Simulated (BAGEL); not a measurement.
# singlet [AlNH3]+: a chain of runs

Aim: the energy (singlet [AlNH3]+, HF/def2-SVP), then a single-point energy (doublet AlNH3, NEVPT2(3,3)/def2-SVP), then the energy (doublet AlNH3, CASPT2(3,3)/def2-SVP) of AlH3N. 

Program for the calculation: BAGEL 1.2.2.

## Step 1: Starting point

[AlNH3]+ has 5 atoms, charge +1, and is taken as a singlet. As SMILES of the parent species, `[NH2][AlH]`. The N1–H4 distance was set to 1.615 Å, away from the relaxed value. That shape belongs to the parent species and isn't relaxed for this state. At this shape a bond of the SMILES string is far longer than usual.

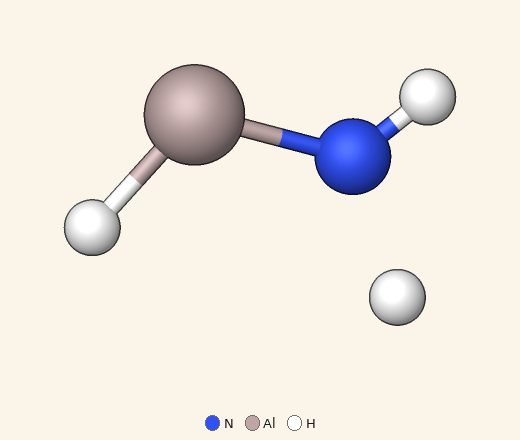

Viewed from a chosen angle; nitrogen blue, aluminium light grey, hydrogen white.

## Step 2: A single-point energy at HF/def2-SVP (density fitting with svp-jkfit) (run 1)

The input, hf.json:

```json
{ "bagel": [

{
  "title": "molecule",
  "basis": "svp",
  "df_basis": "svp-jkfit",
  "geometry": [
    { "atom": "N", "xyz": [  0.79295743, -1.11040496,  0.84394791 ] },
    { "atom": "Al", "xyz": [  2.59424437,  1.71416868,  0.74133578 ] },
    { "atom": "H", "xyz": [  1.29392382, -2.70627867,  1.75177234 ] },
    { "atom": "H", "xyz": [ -1.90919030, -1.47927761, -0.52421003 ] },
    { "atom": "H", "xyz": [  1.37574896,  3.99601297, -0.83885321 ] }
  ]
},
{ "title": "hf", "charge": 1 },
{ "title": "print", "file": "orbitals.molden", "orbitals": true }

]}
```

Started as:

```bash
$ BAGEL_NUM_THREADS=1 BAGEL hf.json > hf.out
```

The program printed:

```text
* using 1 threads per process

  ===============================================================
  ===============================================================

  *** Geometry ***

  { "atom" : "N", "xyz" : [      0.792957,     -1.110405,      0.843948 ] },
  { "atom" : "Al", "xyz" : [      2.594244,      1.714169,      0.741336 ] },
  { "atom" : "H", "xyz" : [      1.293924,     -2.706279,      1.751772 ] },
  { "atom" : "H", "xyz" : [     -1.909190,     -1.479278,     -0.524210 ] },
  { "atom" : "H", "xyz" : [      1.375749,      3.996013,     -0.838853 ] },

  Number of auxiliary basis functions:      259

  Since a DF basis is specified, we compute 2- and 3-index integrals:
    o Being stored without compression. Storage requirement is 0.005 GB

  Number of basis functions:       47
  Number of electrons      :       23

    * METHOD: MOLECULE                             0.05

  *** RHF ***

  === Nuclear Repulsion ===
    44.2959651591

      * DIIS with orbital gradients will be used.

  === RHF iteration (svp) ===
      0       -297.41550119          0.03156442           0.01
      1       -297.48017685          0.02789896           0.01
      2       -297.58945340          0.00208643           0.01
      3       -297.59091104          0.00035000           0.01
      4       -297.59096051          0.00008764           0.01
      5       -297.59096402          0.00002755           0.01
      6       -297.59096443          0.00001077           0.01
      7       -297.59096451          0.00000304           0.01
      8       -297.59096451          0.00000196           0.01
      9       -297.59096451          0.00000050           0.01
     10       -297.59096451          0.00000014           0.01
     11       -297.59096451          0.00000003           0.01
     12       -297.59096451          0.00000001           0.01
    * SCF iteration converged.

    * Permanent dipole moment:
           (   -0.925438,    -0.482592,    -0.328162) a.u.

    * METHOD: HF                                   0.14

    * METHOD: PRINT                                0.01

  ===============================================================
```

It took 0.32 s on 1 thread of Arm Neoverse V1, shared host; peak memory 0.14 GiB.

## Step 3: Doublet neutral AlNH3: the energy at NEVPT2(3,3)/def2-SVP (density fitting with svp-jkfit) (run 2)

The input, input.json:

```json
{ "bagel" : [

{
  "title" : "molecule",
  "basis" : "svp",
  "df_basis" : "svp-jkfit",
  "geometry" : [
    { "atom" : "N", "xyz" : [  0.79295743, -1.11040496,  0.84394791 ] },
    { "atom" : "Al", "xyz" : [  2.59424437,  1.71416868,  0.74133578 ] },
    { "atom" : "H", "xyz" : [  1.29392382, -2.70627867,  1.75177234 ] },
    { "atom" : "H", "xyz" : [ -1.90919030, -1.47927761, -0.52421003 ] },
    { "atom" : "H", "xyz" : [  1.37574896,  3.99601297, -0.83885321 ] }
  ]
},
{
  "title" : "hf",
  "charge" : 1
},
{
  "title" : "casscf",
  "nstate" : 1,
  "nact" : 3,
  "nclosed" : 10,
  "nspin" : 1,
  "active" : [10, 12, 14],
  "maxiter" : 200,
  "natocc" : "true"
},
{
  "title" : "nevpt2",
  "nstate" : 1,
  "nact" : 3,
  "nclosed" : 10,
  "nspin" : 1,
  "active" : [10, 12, 14],
  "maxiter" : 200,
  "natocc" : "true",
  "ncore" : 6
},
{
  "title" : "print",
  "file" : "orbitals.molden",
  "orbitals" : "true"
}

]}
```

Started as:

```bash
$ BAGEL_NUM_THREADS=1 BAGEL input.json > input.out
```

The program printed:

```text
* using 1 threads per process

  ===============================================================
  ===============================================================

  *** Geometry ***

  { "atom" : "N", "xyz" : [      0.792957,     -1.110405,      0.843948 ] },
  { "atom" : "Al", "xyz" : [      2.594244,      1.714169,      0.741336 ] },
  { "atom" : "H", "xyz" : [      1.293924,     -2.706279,      1.751772 ] },
  { "atom" : "H", "xyz" : [     -1.909190,     -1.479278,     -0.524210 ] },
  { "atom" : "H", "xyz" : [      1.375749,      3.996013,     -0.838853 ] },

  Number of auxiliary basis functions:      259

  Since a DF basis is specified, we compute 2- and 3-index integrals:
    o Being stored without compression. Storage requirement is 0.005 GB

  Number of basis functions:       47
  Number of electrons      :       23

    * METHOD: MOLECULE                             0.05

  *** RHF ***

  === Nuclear Repulsion ===
    44.2959651591

      * DIIS with orbital gradients will be used.

  === RHF iteration (svp) ===
      0       -297.41550119          0.03156442           0.01
      1       -297.48017685          0.02789896           0.01
      2       -297.58945340          0.00208643           0.01
      3       -297.59091104          0.00035000           0.01
      4       -297.59096051          0.00008764           0.01
      5       -297.59096402          0.00002755           0.01
      6       -297.59096443          0.00001077           0.01
      7       -297.59096451          0.00000304           0.01
      8       -297.59096451          0.00000196           0.01
      9       -297.59096451          0.00000050           0.01
     10       -297.59096451          0.00000014           0.01
     11       -297.59096451          0.00000003           0.01
     12       -297.59096451          0.00000001           0.01
    * SCF iteration converged.

    * Permanent dipole moment:
           (   -0.925438,    -0.482592,    -0.328162) a.u.

    * METHOD: HF                                   0.14

  ---------------------------
      CASSCF calculation
  ---------------------------

    ==== Active orbitals : =====
         Orbital 10
         Orbital 12
         Orbital 14
    ============================

    * nstate   :      1
    * nclosed  :     10
    * nact     :      3
    * nvirt    :     34
  === CASSCF iteration (svp) ===

    * Using the second-order algorithm

      0  0      -297.85596755     1.26e-02      0.01

      1  0      -297.90435795     4.50e-03      0.05

      2  0      -297.90834666     6.26e-04      0.04

      3  0      -297.90841420     1.02e-04      0.04

      4  0      -297.90841565     1.93e-05      0.04

      5  0      -297.90841569     4.40e-06      0.04

      6  0      -297.90841569     1.10e-06      0.04

      7  0      -297.90841569     2.88e-07      0.04

      8  0      -297.90841569     7.70e-08      0.04

      9  0      -297.90841569     2.11e-08      0.04

     10  0      -297.90841569     5.90e-09      0.03

    * Second-order optimization converged. *

     guess   0:   closed 1..                  open .1.

  === FCI iteration ===

      0  0      -297.86121988     6.06e-02      0.00
      1  0      -297.90780440     6.31e-03      0.00
      2  0      -297.90838854     1.41e-03      0.00
      3  0      -297.90841515     1.27e-04      0.00
      4  0      -297.90841560     4.62e-05      0.00
      5  0      -297.90841569     7.18e-06      0.00
      6  0      -297.90841569     9.99e-08      0.00
      7  0 *    -297.90841569     8.27e-16      0.00

     * ci vector, state   0, <S^2> = 0.7500
       2a.    -0.9670188264
       .a2    -0.2390923880

    * METHOD: CASSCF                               0.44

    * freezing 6 orbitals

  === DF-NEVPT2 calculation ===

    * 3-index integral transformation done
    * assembly done

      NEVPT2 correlation energy:   -0.2016567871      0.02

          (+0)     -0.1237755377
          (+0)'    -0.0248848199
          (+1)     -0.0092665981
          (+1)'    -0.0003259727
          (+2)     -0.0005202402
          (-1)     -0.0372137391
          (-1)'    -0.0010765485
          (-2)     -0.0045933308

      NEVPT2 total energy:       -298.1100724763

    * METHOD: NEVPT2                               0.04

    * METHOD: PRINT                                0.01

  ===============================================================
```

It took 0.81 s on 1 thread of Arm Neoverse V1, shared host; peak memory 0.14 GiB.

## Step 4: Doublet neutral AlNH3: a single-point energy at CASPT2(3,3)/def2-SVP (density fitting with svp-jkfit) (run 3)

The input, input.json:

```json
{ "bagel" : [

{
  "title" : "molecule",
  "basis" : "svp",
  "df_basis" : "svp-jkfit",
  "angstrom" : "false",
  "geometry" : [
    { "atom" : "N", "xyz" : [  0.79295743, -1.11040496,  0.84394791 ] },
    { "atom" : "Al", "xyz" : [  2.59424437,  1.71416868,  0.74133578 ] },
    { "atom" : "H", "xyz" : [  1.29392382, -2.70627867,  1.75177234 ] },
    { "atom" : "H", "xyz" : [ -1.90919030, -1.47927761, -0.52421003 ] },
    { "atom" : "H", "xyz" : [  1.37574896,  3.99601297, -0.83885321 ] }
  ]
},
{ "title" : "hf", "charge" : 1 },
{ "title" : "casscf", "nstate" : 1, "nact" : 3, "nclosed" : 10, "nspin" : 1, "active" : [10, 12, 14], "maxiter" : 200, "natocc" : "true" },
{ "title" : "print", "file" : "orbitals.molden", "orbitals" : "true" },
{ "title" : "smith", "method" : "caspt2", "ms" : "true", "xms" : "true", "sssr" : "true", "shift" : 0.2, "shift_imag" : "true", "ncore" : 6 }

]}
```

Started as:

```bash
$ BAGEL_NUM_THREADS=1 BAGEL input.json > input.out
```

The program printed:

```text
* using 1 threads per process

  ===============================================================
  ===============================================================

  *** Geometry ***

  { "atom" : "N", "xyz" : [      0.792957,     -1.110405,      0.843948 ] },
  { "atom" : "Al", "xyz" : [      2.594244,      1.714169,      0.741336 ] },
  { "atom" : "H", "xyz" : [      1.293924,     -2.706279,      1.751772 ] },
  { "atom" : "H", "xyz" : [     -1.909190,     -1.479278,     -0.524210 ] },
  { "atom" : "H", "xyz" : [      1.375749,      3.996013,     -0.838853 ] },

  Number of auxiliary basis functions:      259

  Since a DF basis is specified, we compute 2- and 3-index integrals:
    o Being stored without compression. Storage requirement is 0.005 GB

  Number of basis functions:       47
  Number of electrons      :       23

    * METHOD: MOLECULE                             0.05

  *** RHF ***

  === Nuclear Repulsion ===
    44.2959651591

      * DIIS with orbital gradients will be used.

  === RHF iteration (svp) ===
      0       -297.41550119          0.03156442           0.01
      1       -297.48017685          0.02789896           0.01
      2       -297.58945340          0.00208643           0.01
      3       -297.59091104          0.00035000           0.01
      4       -297.59096051          0.00008764           0.01
      5       -297.59096402          0.00002755           0.01
      6       -297.59096443          0.00001077           0.01
      7       -297.59096451          0.00000304           0.01
      8       -297.59096451          0.00000196           0.01
      9       -297.59096451          0.00000050           0.01
     10       -297.59096451          0.00000014           0.01
     11       -297.59096451          0.00000003           0.01
     12       -297.59096451          0.00000001           0.01
    * SCF iteration converged.

    * Permanent dipole moment:
           (   -0.925438,    -0.482592,    -0.328162) a.u.

    * METHOD: HF                                   0.15

  ---------------------------
      CASSCF calculation
  ---------------------------

    ==== Active orbitals : =====
         Orbital 10
         Orbital 12
         Orbital 14
    ============================

    * nstate   :      1
    * nclosed  :     10
    * nact     :      3
    * nvirt    :     34
  === CASSCF iteration (svp) ===

    * Using the second-order algorithm

      0  0      -297.85596755     1.26e-02      0.01

      1  0      -297.90435795     4.50e-03      0.05

      2  0      -297.90834666     6.26e-04      0.04

      3  0      -297.90841420     1.02e-04      0.04

      4  0      -297.90841565     1.93e-05      0.04

      5  0      -297.90841569     4.40e-06      0.04

      6  0      -297.90841569     1.10e-06      0.04

      7  0      -297.90841569     2.88e-07      0.04

      8  0      -297.90841569     7.70e-08      0.04

      9  0      -297.90841569     2.11e-08      0.04

     10  0      -297.90841569     5.90e-09      0.03

    * Second-order optimization converged. *

     guess   0:   closed 1..                  open .1.

  === FCI iteration ===

      0  0      -297.86121988     6.06e-02      0.00
      1  0      -297.90780440     6.31e-03      0.00
      2  0      -297.90838854     1.41e-03      0.00
      3  0      -297.90841515     1.27e-04      0.00
      4  0      -297.90841560     4.62e-05      0.00
      5  0      -297.90841569     7.18e-06      0.00
      6  0      -297.90841569     9.99e-08      0.00
      7  0 *    -297.90841569     8.27e-16      0.00

     * ci vector, state   0, <S^2> = 0.7500
       2a.    -0.9670188264
       .a2    -0.2390923880

    * METHOD: CASSCF                               0.44

    * METHOD: PRINT                                0.01

  === SMITH program ===

    * freezing 6 orbitals

    * Approximate memory requirement for SMITH calulation per MPI process:
      o Storage requirement for T-amplitude, lambda, and residual is 0.00 GB
      o Storage requirement for MO integrals is 0.00 GB
    * Calculating and saving rdm4f

    * Zeroth order energy : state  0       -0.9596189976

    * CASPT2 iteration is performed using orthogonal basis

      -------------------------------------------  CASPT2 iteration  ---------------------------------------------------
       #      aibj      arbs      arbi      airj      risj      airs      arst      rist         Etot      error   time
      ------------------------------------------------------------------------------------------------------------------

       0  -0.12343  -0.00561  -0.03867  -0.00984  -0.00072  -0.02345  -0.00120  -0.00036   -0.2032810  0.0021724   0.01
       1  -0.12349  -0.00564  -0.03875  -0.00989  -0.00075  -0.02376  -0.00123  -0.00038   -0.2038838  0.0002959   0.01
       2  -0.12349  -0.00564  -0.03874  -0.00989  -0.00075  -0.02378  -0.00123  -0.00038   -0.2038982  0.0000515   0.01
       3  -0.12349  -0.00564  -0.03874  -0.00989  -0.00076  -0.02378  -0.00123  -0.00038   -0.2038986  0.0000077   0.01
       4  -0.12349  -0.00564  -0.03874  -0.00989  -0.00076  -0.02378  -0.00123  -0.00038   -0.2038986  0.0000013   0.01
       5  -0.12349  -0.00564  -0.03874  -0.00989  -0.00076  -0.02378  -0.00123  -0.00038   -0.2038986  0.0000002   0.01

      ------------------------------------------------------------------------------------------------------------------

    * CASPT2 energy : state  0     -298.1138583614
        w/o shift correction       -298.1123142561
        reference weight              0.9283118881

    * METHOD: SMITH                                0.11

  ===============================================================
```

Wall time 0.89 s (1 thread of Arm Neoverse V1, shared host); peak memory 0.14 GiB.

## Step 5: Outcome

| quantity | value |
| --- | --- |
| run 1, HF/def2-SVP: total energy | -297.59096 Eh |
| run 1, HF/def2-SVP: HOMO energy | -16.26 eV |
| run 1, HF/def2-SVP: LUMO energy | -6.87 eV |
| run 1, HF/def2-SVP: HOMO–LUMO gap | 9.39 eV |
| doublet neutral AlNH3, run 2: total energy | -298.11007 Eh |
| doublet neutral AlNH3, run 3: total energy | -298.11386 Eh |
